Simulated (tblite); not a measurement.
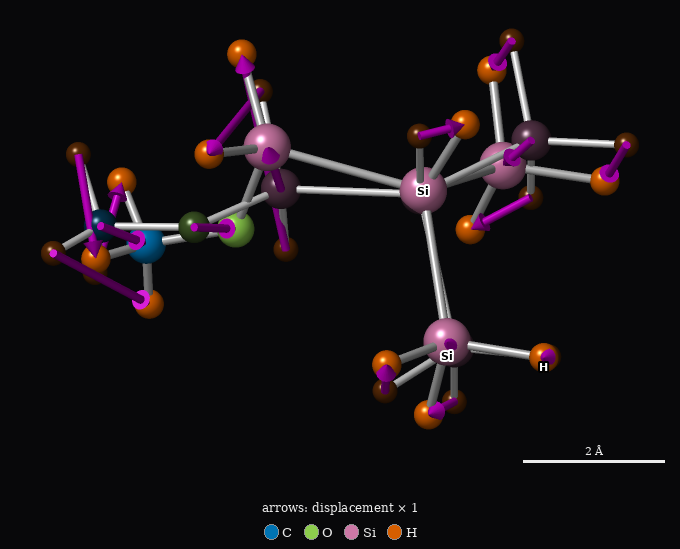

This is a relaxation of CH$_{12}$OSi$_{4}$. The starting structure is drawn faded, the final one solid; purple arrows show the displacements, at their true length. The two geometries are superimposed by the best rigid fit.

Style: ball-and-stick. Shown at a tilt.

Level of theory: GFN2-xTB geometry optimisation, gas phase (tblite 0.8.0). 

**What did the optimiser do to the structure, and how much energy did it gain?**

The atom that moves furthest after the best rigid fit is an H atom (3.33 Å). By element the largest moves are H 3.33 Å, Si 1.22 Å, C 1.18 Å, O 1.13 Å. Some distances before and after: Si–Si 2.259 → 2.333 Å, Si–Si 2.283 → 2.333 Å, C–O 1.432 → 1.390 Å, O–Si 1.655 → 1.631 Å. Among the angles between lasting bonds that change: O–Si–Si 110.5° → 95.7°, Si–Si–H 110.3° → 119.4°, C–O–Si 118.3° → 127.0°. Groups turn about Si–Si by about 120°. The energy falls by 0.395 eV in 273 geometry steps. The run took 9.5 s on 1 thread of Intel(R) Xeon(R) Processor @ 2.50GHz (shared host).
